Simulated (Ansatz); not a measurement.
# Geometry relaxation, with input and output: C2H10AlNO (part 1 of 2)

The run: geometry relaxation of C2H10AlNO. Method and program: RKS PBE0-D4/6-31G* (Ansatz 0.2.0).

It belongs to a series of runs on one base structure; here: end point A relaxed.

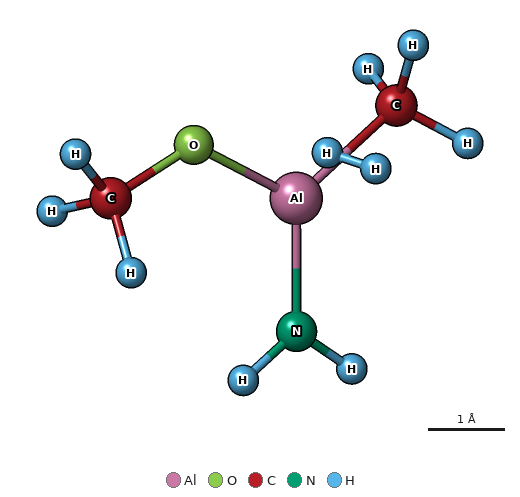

Figure 1. The starting structure (ball-and-stick view, seen at a tilt). Sticks mark near contacts. Bond lengths as drawn: Al–C 1.94 Å, Al–N 1.78 Å, Al–O 1.81 Å, C–H 1.10 Å, C–O 1.40 Å, H–H 0.70 Å and H–N 1.01 Å.

## Input
```yaml
crystal:
  periodic: [false, false, false]
  atoms:
    - { symbol: Al, position_ang: [-0.277718, -0.41396, -0.36163] }
    - { symbol: O, position_ang: [1.256066, 0.217905, 0.364279] }
    - { symbol: C, position_ang: [1.826871, 1.469446, 0.109465] }
    - { symbol: C, position_ang: [-0.770833, -2.253505, 0.030489] }
    - { symbol: "N", position_ang: [-1.205796, 0.671144, -1.420348] }
    - { symbol: H, position_ang: [-0.283972, 0.350392, 2.032294] }
    - { symbol: H, position_ang: [-0.934993, 0.331647, 2.279553] }
    - { symbol: H, position_ang: [2.537944, 1.714746, 0.910158] }
    - { symbol: H, position_ang: [2.385012, 1.483354, -0.839955] }
    - { symbol: H, position_ang: [1.08677, 2.287296, 0.070046] }
    - { symbol: H, position_ang: [-0.535229, -2.500686, 1.071627] }
    - { symbol: H, position_ang: [-1.837601, -2.445524, -0.129824] }
    - { symbol: H, position_ang: [-0.211753, -2.954429, -0.600762] }
    - { symbol: H, position_ang: [-0.941988, 1.613029, -1.674529] }
    - { symbol: H, position_ang: [-2.092581, 0.429045, -1.840863] }
basis:
  gaussian: { orbitals: "6-31G*" }
hamiltonian:
  xc: pbe0
  dispersion: d4
relax:
  f_tol: 0.03
  max_steps: 50
output:
  orbitals: {}
```

Command:
```bash
ansatz run input.yaml --threads 2 --pin off --max-ram 3072MiB --backend cpu --events-out ev --progress --plain --runs-dir out
```

## Log
```
The last accepted step is kept in [file] (removed where the run ends without a failure and the disk answers)
Engine: ansatz 0.2.0, aarch64-unknown-linux-gnu
Functional definition: PBE0
  parameter a = 0.25
  parameter kappa = 0.804
  parameter beta = 0.06672455060314922
  exchange = (1 - a)*pbe_x(kappa = kappa, mu = beta*pi^2/3) + a*exact_x
  correlation = pbe_c(beta = beta)
1142 factors; integrals over basis functions are off by at most 8.1e-4 eV
mean field evaluation 1: about -12349.4242 eV, gradient 7.8e1 eV
mean field evaluation 2: about -12336.9989 eV, gradient 1.1e2 eV
mean field evaluation 4: about -12361.8260 eV, gradient 4.6e0 eV
mean field evaluation 8: about -12361.8866 eV, gradient 4.1e-2 eV
mean field -12361.88656719 eV, -454.2909521565 hartree, gradient 1.7e-5 eV, S^2 0.000000; 0 other end points of the search recorded, 0 dependent functions left out
the calculation of the forces begins
reference -12361.88659798 eV, -454.2909532880 hartree; 25, 25 occupied and 74, 74 virtual orbitals, 1142 factors
relax step   1: F+E_penalty+E_count = -12362.10822916 eV  Δ(F+E_penalty+E_count) = +0.000e0 eV  max|allowed force component| = 2.081e0 eV/Å  Δτ_max = 0.0000 Å  (25 SCF iters, accepted)
these checks for a lower state are left out or cut short: starts, cluster_reference, orbital_swaps, neighbouring_geometries, increment
1142 factors; integrals over basis functions are off by at most 7.6e-4 eV
mean field evaluation 16: about -12361.9595 eV, gradient 3.3e0 eV
mean field -12362.02200531 eV, -454.2959294158 hartree, gradient 1.2e-5 eV, S^2 0.000000; 0 other end points of the search recorded, 0 dependent functions left out
[... from here on the field's lines of each further geometry are left out, up to the last ...]
relax step   2: F+E_penalty+E_count = -12362.24211403 eV  Δ(F+E_penalty+E_count) = -1.339e-1 eV  max|allowed force component| = 9.507e-1 eV/Å  Δτ_max = 0.1902 Å  (28 SCF iters, accepted)
relax step   3: F+E_penalty+E_count = -12362.27665474 eV  Δ(F+E_penalty+E_count) = -3.454e-2 eV  max|allowed force component| = 2.473e-1 eV/Å  Δτ_max = 0.1739 Å  (29 SCF iters, accepted)
relax step   4: F+E_penalty+E_count = -12362.28006744 eV  Δ(F+E_penalty+E_count) = -3.413e-3 eV  max|allowed force component| = 6.751e-2 eV/Å  Δτ_max = 0.0888 Å  (29 SCF iters, accepted)
relax step   5: F+E_penalty+E_count = -12362.28202035 eV  Δ(F+E_penalty+E_count) = -1.953e-3 eV  max|allowed force component| = 5.406e-2 eV/Å  Δτ_max = 0.0515 Å  (29 SCF iters, accepted)
relax step   6: F+E_penalty+E_count = -12362.28354404 eV  Δ(F+E_penalty+E_count) = -1.524e-3 eV  max|allowed force component| = 2.614e-1 eV/Å  Δτ_max = 0.1759 Å  (28 SCF iters, accepted)
relax step   7: F+E_penalty+E_count = -12362.28526777 eV  Δ(F+E_penalty+E_count) = -1.724e-3 eV  max|allowed force component| = 9.174e-2 eV/Å  Δτ_max = 0.0121 Å  (23 SCF iters, accepted)
relax step   8: F+E_penalty+E_count = -12362.28650708 eV  Δ(F+E_penalty+E_count) = -1.239e-3 eV  max|allowed force component| = 1.765e-2 eV/Å  Δτ_max = 0.0488 Å  (28 SCF iters, accepted)
relax step   9: F+E_penalty+E_count = -12362.28667028 eV  Δ(F+E_penalty+E_count) = -1.632e-4 eV  max|allowed force component| = 1.567e-1 eV/Å  Δτ_max = 0.1213 Å  (28 SCF iters, accepted)
relax step  10: F+E_penalty+E_count = -12362.28814061 eV  Δ(F+E_penalty+E_count) = -1.470e-3 eV  max|allowed force component| = 5.714e-2 eV/Å  Δτ_max = 0.0138 Å  (24 SCF iters, accepted)
relax step  11: F+E_penalty+E_count = -12362.28899496 eV  Δ(F+E_penalty+E_count) = -8.544e-4 eV  max|allowed force component| = 2.213e-2 eV/Å  Δτ_max = 0.0426 Å  (28 SCF iters, accepted)
relax step  12: F+E_penalty+E_count = -12362.28983390 eV  Δ(F+E_penalty+E_count) = -8.389e-4 eV  max|allowed force component| = 7.191e-2 eV/Å  Δτ_max = 0.0865 Å  (28 SCF iters, accepted)
relax step  13: F+E_penalty+E_count = -12362.29051826 eV  Δ(F+E_penalty+E_count) = -6.844e-4 eV  max|allowed force component| = 7.063e-2 eV/Å  Δτ_max = 0.0324 Å  (28 SCF iters, accepted)
relax step  14: F+E_penalty+E_count = -12362.29163563 eV  Δ(F+E_penalty+E_count) = -1.117e-3 eV  max|allowed force component| = 7.970e-2 eV/Å  Δτ_max = 0.0725 Å  (28 SCF iters, accepted)
relax step  15: F+E_penalty+E_count = -12362.29198175 eV  Δ(F+E_penalty+E_count) = -3.461e-4 eV  max|allowed force component| = 9.171e-2 eV/Å  Δτ_max = 0.0535 Å  (28 SCF iters, accepted)
relax step  16: F+E_penalty+E_count = -12362.29272226 eV  Δ(F+E_penalty+E_count) = -7.405e-4 eV  max|allowed force component| = 6.969e-2 eV/Å  Δτ_max = 0.0388 Å  (29 SCF iters, accepted)
relax step  17: F+E_penalty+E_count = -12362.29332595 eV  Δ(F+E_penalty+E_count) = -6.037e-4 eV  max|allowed force component| = 5.067e-2 eV/Å  Δτ_max = 0.0336 Å  (28 SCF iters, accepted)
relax step  18: F+E_penalty+E_count = -12362.29406824 eV  Δ(F+E_penalty+E_count) = -7.423e-4 eV  max|allowed force component| = 5.998e-2 eV/Å  Δτ_max = 0.0618 Å  (28 SCF iters, accepted)
relax step  19: F+E_penalty+E_count = -12362.29454560 eV  Δ(F+E_penalty+E_count) = -4.774e-4 eV  max|allowed force component| = 6.757e-2 eV/Å  Δτ_max = 0.0581 Å  (29 SCF iters, accepted)
relax step  20: F+E_penalty+E_count = -12362.29499377 eV  Δ(F+E_penalty+E_count) = -4.482e-4 eV  max|allowed force component| = 3.565e-2 eV/Å  Δτ_max = 0.0320 Å  (28 SCF iters, accepted)
relax step  21: F+E_penalty+E_count = -12362.29533838 eV  Δ(F+E_penalty+E_count) = -3.446e-4 eV  max|allowed force component| = 2.448e-2 eV/Å  Δτ_max = 0.0439 Å  (28 SCF iters, accepted)
relax step  22: F+E_penalty+E_count = -12362.29554279 eV  Δ(F+E_penalty+E_count) = -2.044e-4 eV  max|allowed force component| = 3.971e-2 eV/Å  Δτ_max = 0.0516 Å  (28 SCF iters, accepted)
relax step  23: F+E_penalty+E_count = -12362.29568885 eV  Δ(F+E_penalty+E_count) = -1.461e-4 eV  max|allowed force component| = 5.234e-2 eV/Å  Δτ_max = 0.0548 Å  (28 SCF iters, accepted)
the calculation of the forces begins
reference -12362.08095008 eV, -454.2980955960 hartree; 25, 25 occupied and 74, 74 virtual orbitals, 1142 factors
relax step  24: F+E_penalty+E_count = -12362.29589239 eV  Δ(F+E_penalty+E_count) = -2.035e-4 eV  max|allowed force component| = 1.257e-2 eV/Å  Δτ_max = 0.0078 Å  (23 SCF iters, accepted)
```

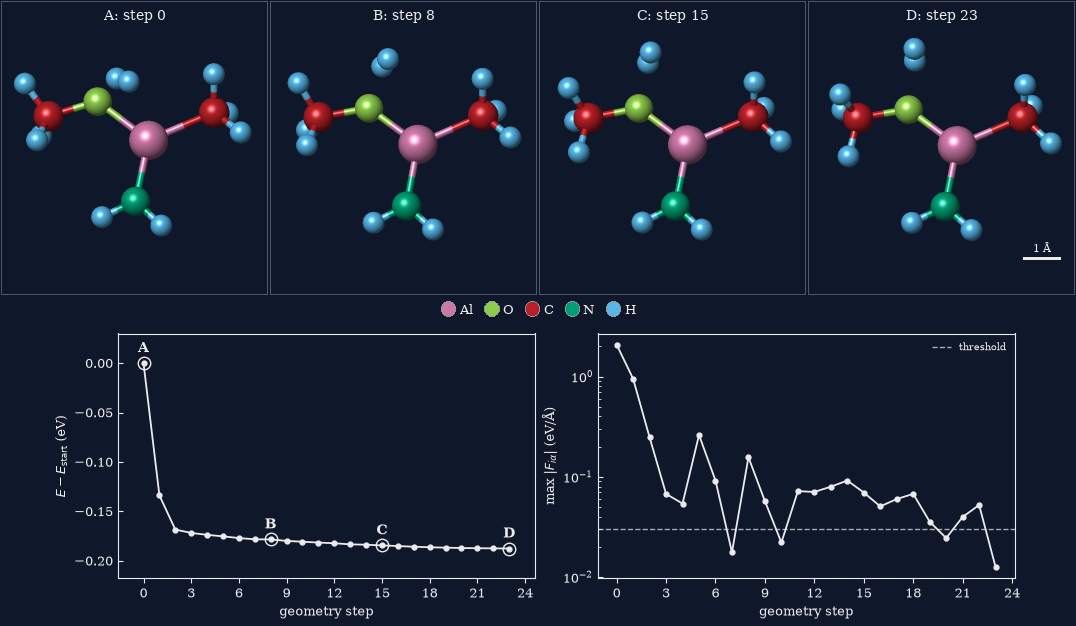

Figure 2. Frames of the relaxation (ball-and-stick view, seen on its broad side) above the curves, on which the letters mark them (the first geometry is step 0 here and step 1 in the log).

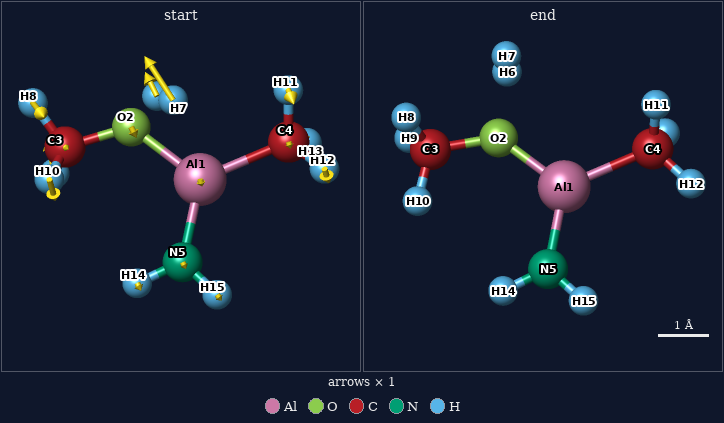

Figure 3. Before (left) and after (right) the relaxation, at one scale (ball-and-stick view, seen on its broad side). The yellow arrows give the displacements, at true length. H7 moves most after the best rigid fit: 1.07 Å. By element the largest moves are H 1.07 Å, O 0.25 Å, Al 0.16 Å, N 0.16 Å, C 0.14 Å. Among the contacts that change: Al1–O2 1.811 → 1.713 Å, H6–H7 0.697 → 0.746 Å. Among the angles that change: Al1–O2–C3 125.8° → 131.5°. The energy falls by 0.188 eV in 23 geometry steps. The largest force component goes from 2.1 to 0.013 eV/Å. (Atoms are counted from 1 in the order of the input.)

```
1142 factors; integrals over basis functions are off by at most 7.4e-4 eV
mean field -12362.08091946 eV, -454.2980944709 hartree, gradient 1.4e-5 eV, S^2 0.000000; 1 other end points of the search recorded, 0 dependent functions left out
the calculation of the forces begins
reference -12362.08095008 eV, -454.2980955960 hartree; 25, 25 occupied and 74, 74 virtual orbitals, 1142 factors
Total energy: -12362.29592301 eV, -454.3059957055 hartree
Atom 0 at    -0.319704    -0.417444    -0.516681 Å, force    -0.004726     0.004765    -0.003790 eV/Å
Atom 1 at     1.132956     0.188243     0.160611 Å, force     0.004553    -0.006358    -0.002384 eV/Å
Atom 2 at     1.721893     1.453531     0.108458 Å, force    -0.012567     0.000119    -0.001290 eV/Å
Atom 3 at    -0.834118    -2.249426    -0.103179 Å, force    -0.000160    -0.008047    -0.000246 eV/Å
Atom 4 at    -1.288157     0.655111    -1.555865 Å, force     0.005357     0.006051     0.005586 eV/Å
Atom 5 at     0.131835     0.335158     2.383826 Å, force    -0.002233     0.000854     0.003253 eV/Å
Atom 6 at    -0.218677     0.485408     3.025096 Å, force     0.001320    -0.000491    -0.003281 eV/Å
Atom 7 at     1.709839     1.922064     1.102675 Å, force     0.001423     0.004905    -0.001615 eV/Å
Atom 8 at     2.769363     1.370390    -0.209981 Å, force     0.000907     0.000772    -0.000560 eV/Å
Atom 9 at     1.215583     2.139871    -0.588789 Å, force     0.007849    -0.002428     0.004730 eV/Å
Atom 10 at    -0.943543    -2.384992     0.979479 Å, force     0.000578    -0.000217    -0.007936 eV/Å
Atom 11 at    -1.781340    -2.536640    -0.573264 Å, force     0.007785     0.001565     0.004020 eV/Å
Atom 12 at    -0.067759    -2.959480    -0.436450 Å, force    -0.008209     0.007124     0.003570 eV/Å
Atom 13 at    -1.059786     1.608359    -1.800590 Å, force    -0.001984    -0.004225    -0.000106 eV/Å
Atom 14 at    -2.168186     0.389747    -1.975346 Å, force     0.000105    -0.004390     0.000049 eV/Å
Dipole moment:    -0.208963     0.200250    -0.238674 e Å
```

## Trajectory as extended XYZ (Å, eV, eV/Å), 24 frames, from step=1 to step=24
```
15
Properties=species:S:1:pos:R:3:forces:R:3 step=1 energy=-12362.10823
Al   -0.2777   -0.4140   -0.3616    1.5191   0.6146   0.6576
O     1.2561    0.2179    0.3643   -1.4047  -0.6152  -0.8173
C     1.8269    1.4694    0.1095   -0.0120   0.0024  -0.0006
C    -0.7708   -2.2535    0.0305   -0.0034   0.0043   0.0087
N    -1.2058    0.6711   -1.4203    0.0006   0.0058  -0.0042
H    -0.2840    0.3504    2.0323    1.9840   0.0758  -0.6997
H    -0.9350    0.3316    2.2796   -2.0812  -0.0506   0.8473
H     2.5379    1.7147    0.9102   -0.0084  -0.0030  -0.0073
H     2.3850    1.4834   -0.8400   -0.0087   0.0051   0.0084
H     1.0868    2.2873    0.0700    0.0050  -0.0275   0.0025
H    -0.5352   -2.5007    1.0716   -0.0031   0.0017  -0.0017
H    -1.8376   -2.4455   -0.1298   -0.0010  -0.0036  -0.0009
H    -0.2118   -2.9544   -0.6008   -0.0021   0.0001  -0.0018
H    -0.9420    1.6130   -1.6745   -0.0045  -0.0136   0.0086
H    -2.0926    0.4290   -1.8409    0.0204   0.0036   0.0005
15
Properties=species:S:1:pos:R:3:forces:R:3 step=2 energy=-12362.24211
Al   -0.2359   -0.4202   -0.3964    0.9369   0.3471   0.4505
O     1.2783    0.1860    0.2909   -0.9507  -0.3160  -0.4966
C     1.8289    1.4546    0.0754    0.0437   0.0361   0.0318
C    -0.7516   -2.2503    0.0157   -0.0161  -0.0090  -0.0128
N    -1.1839    0.6750   -1.4271   -0.0070   0.0024  -0.0206
H    -0.3567    0.3790    2.1318    0.0955  -0.0018  -0.0057
H    -1.0327    0.3535    2.4413   -0.1003   0.0089   0.0579
H     2.5386    1.6856    0.8817   -0.0118  -0.0060  -0.0166
H     2.3835    1.5071   -0.8750   -0.0229  -0.0126   0.0250
H     1.0762    2.2618    0.0652    0.0062  -0.0518  -0.0044
H    -0.5153   -2.4912    1.0583    0.0068   0.0073  -0.0042
H    -1.8219   -2.4305   -0.1366    0.0088   0.0041  -0.0057
H    -0.2057   -2.9649   -0.6117   -0.0017  -0.0110   0.0048
H    -0.9266    1.6200   -1.6751   -0.0012  -0.0046  -0.0062
H    -2.0753    0.4345   -1.8384    0.0138   0.0069   0.0029
15
Properties=species:S:1:pos:R:3:forces:R:3 step=3 energy=-12362.27665
Al   -0.2275   -0.4166   -0.4199    0.0668  -0.0618   0.0523
O     1.2366    0.1765    0.2620   -0.0566   0.0952  -0.0983
C     1.7922    1.4468    0.0680    0.0907   0.0387   0.0491
C    -0.7539   -2.2436   -0.0039   -0.0369  -0.0082  -0.0063
N    -1.1587    0.6697   -1.4764   -0.0252   0.0020  -0.0123
H    -0.3001    0.3857    2.2659   -0.2473  -0.0169   0.1180
H    -0.9740    0.3761    2.6034    0.2423   0.0150  -0.1012
H     2.4883    1.6715    0.8875   -0.0175  -0.0060  -0.0195
H     2.3614    1.5054   -0.8729   -0.0228  -0.0210   0.0298
H     1.0379    2.2512    0.0507    0.0017  -0.0455   0.0002
H    -0.5362   -2.4736    1.0453   -0.0017   0.0007  -0.0059
H    -1.8221   -2.4218   -0.1727    0.0100  -0.0077   0.0000
H    -0.1999   -2.9680   -0.6134   -0.0030   0.0078   0.0048
H    -0.8964    1.6116   -1.7306   -0.0043  -0.0013  -0.0076
H    -2.0474    0.4290   -1.8929    0.0038   0.0090  -0.0031
15
Properties=species:S:1:pos:R:3:forces:R:3 step=4 energy=-12362.28007
Al   -0.2212   -0.4175   -0.4343    0.0182  -0.0469   0.0258
O     1.2407    0.1815    0.2418   -0.0361   0.0675  -0.0518
C     1.8000    1.4511    0.0567    0.0444   0.0089   0.0367
C    -0.7547   -2.2420   -0.0142   -0.0156  -0.0055   0.0057
N    -1.1580    0.6641   -1.4919   -0.0134   0.0042  -0.0069
H    -0.3248    0.3734    2.3419   -0.0432  -0.0071   0.0101
H    -0.9851    0.3863    2.6909    0.0515   0.0042  -0.0143
H     2.4930    1.6712    0.8793   -0.0092  -0.0036  -0.0064
H     2.3714    1.5111   -0.8819   -0.0051  -0.0088   0.0126
H     1.0450    2.2540    0.0393    0.0054  -0.0165  -0.0007
H    -0.5411   -2.4689    1.0365   -0.0025  -0.0049  -0.0027
H    -1.8222   -2.4206   -0.1864    0.0068   0.0041  -0.0027
H    -0.1991   -2.9689   -0.6190    0.0017   0.0018   0.0024
H    -0.8960    1.6040   -1.7538   -0.0038  -0.0017  -0.0049
H    -2.0477    0.4213   -1.9048    0.0009   0.0043  -0.0029
15
Properties=species:S:1:pos:R:3:forces:R:3 step=5 energy=-12362.28202
Al   -0.2249   -0.4157   -0.4394   -0.0330  -0.0362  -0.0033
O     1.2293    0.1929    0.2392    0.0095   0.0541  -0.0224
C     1.7988    1.4590    0.0623    0.0127  -0.0178   0.0234
C    -0.7628   -2.2386   -0.0153    0.0059  -0.0023   0.0103
N    -1.1626    0.6566   -1.5069   -0.0020   0.0020  -0.0019
H    -0.3024    0.3510    2.3475   -0.0187   0.0006  -0.0004
H    -0.9457    0.3862    2.7241    0.0261  -0.0003  -0.0026
H     2.4807    1.6757    0.8946   -0.0044  -0.0020   0.0027
H     2.3832    1.5136   -0.8680    0.0019  -0.0012   0.0051
H     1.0472    2.2639    0.0330    0.0054   0.0020  -0.0014
H    -0.5620   -2.4626    1.0386   -0.0038  -0.0018  -0.0040
H    -1.8278   -2.4180   -0.2003    0.0024   0.0067  -0.0037
H    -0.1995   -2.9673   -0.6107    0.0009  -0.0012   0.0013
H    -0.9014    1.5945   -1.7768   -0.0019  -0.0019  -0.0015
H    -2.0498    0.4085   -1.9219   -0.0011  -0.0005  -0.0014
15
Properties=species:S:1:pos:R:3:forces:R:3 step=6 energy=-12362.28354
Al   -0.2413   -0.4151   -0.4643   -0.0656   0.0224  -0.0305
O     1.1936    0.2171    0.2279    0.0606   0.0383   0.0036
C     1.7914    1.4741    0.0836   -0.0189  -0.0572   0.0035
C    -0.7819   -2.2348   -0.0262    0.0246  -0.0165   0.0135
N    -1.1816    0.6341   -1.5553    0.0169  -0.0084   0.0091
H    -0.2318    0.3400    2.3630   -0.2543   0.0262   0.2037
H    -0.8143    0.3913    2.8409    0.2614  -0.0243  -0.2076
H     2.4360    1.6767    0.9494   -0.0235  -0.0006  -0.0199
H     2.4209    1.5198   -0.8181   -0.0155  -0.0008   0.0289
H     1.0528    2.2886    0.0195    0.0181   0.0109  -0.0004
H    -0.6217   -2.4462    1.0381   -0.0085   0.0139  -0.0350
H    -1.8395   -2.4162   -0.2507    0.0179  -0.0032   0.0032
H    -0.1950   -2.9703   -0.5910   -0.0185   0.0160   0.0154
H    -0.9253    1.5691   -1.8407    0.0018  -0.0102   0.0078
H    -2.0620    0.3717   -1.9761    0.0034  -0.0065   0.0046
15
Properties=species:S:1:pos:R:3:forces:R:3 step=7 energy=-12362.28527
Al   -0.2434   -0.4143   -0.4635   -0.0419   0.0035  -0.0271
O     1.1945    0.2124    0.2286    0.0327   0.0319  -0.0007
C     1.7901    1.4698    0.0835   -0.0182  -0.0402   0.0106
C    -0.7796   -2.2353   -0.0272    0.0080   0.0026   0.0024
N    -1.1814    0.6369   -1.5532    0.0107  -0.0023   0.0069
H    -0.2409    0.3457    2.3573   -0.0840   0.0105   0.0707
H    -0.8129    0.3965    2.8378    0.0917  -0.0088  -0.0728
H     2.4348    1.6737    0.9478   -0.0032   0.0006   0.0049
H     2.4183    1.5162   -0.8180    0.0034  -0.0013   0.0009
H     1.0525    2.2849    0.0203   -0.0003   0.0095  -0.0034
H    -0.6166   -2.4438    1.0361   -0.0019   0.0014   0.0012
H    -1.8363   -2.4220   -0.2487    0.0004   0.0008  -0.0013
H    -0.1919   -2.9692   -0.5916    0.0021   0.0017   0.0015
H    -0.9247    1.5726   -1.8353   -0.0007  -0.0065   0.0040
H    -2.0623    0.3758   -1.9738    0.0012  -0.0033   0.0022
15
Properties=species:S:1:pos:R:3:forces:R:3 step=8 energy=-12362.28651
Al   -0.2546   -0.4121   -0.4726    0.0045   0.0028   0.0039
O     1.1864    0.2115    0.2166    0.0050   0.0079   0.0066
C     1.7878    1.4666    0.0908   -0.0062   0.0005  -0.0177
C    -0.7825   -2.2328   -0.0282   -0.0035  -0.0060  -0.0040
N    -1.1952    0.6369   -1.5605   -0.0050  -0.0109   0.0039
H    -0.2106    0.3472    2.3519    0.0028   0.0005  -0.0060
H    -0.7719    0.3972    2.8402    0.0013   0.0007   0.0064
H     2.3975    1.6761    0.9791   -0.0050  -0.0066   0.0053
H     2.4521    1.5066   -0.7850    0.0000   0.0014   0.0099
H     1.0556    2.2839   -0.0077    0.0033  -0.0042  -0.0025
H    -0.6335   -2.4318    1.0391    0.0009   0.0068  -0.0050
H    -1.8341   -2.4307   -0.2636   -0.0022  -0.0028  -0.0016
H    -0.1799   -2.9654   -0.5784    0.0020  -0.0023   0.0037
H    -0.9433    1.5750   -1.8375    0.0029   0.0097  -0.0072
H    -2.0734    0.3718   -1.9842   -0.0007   0.0024   0.0043
```
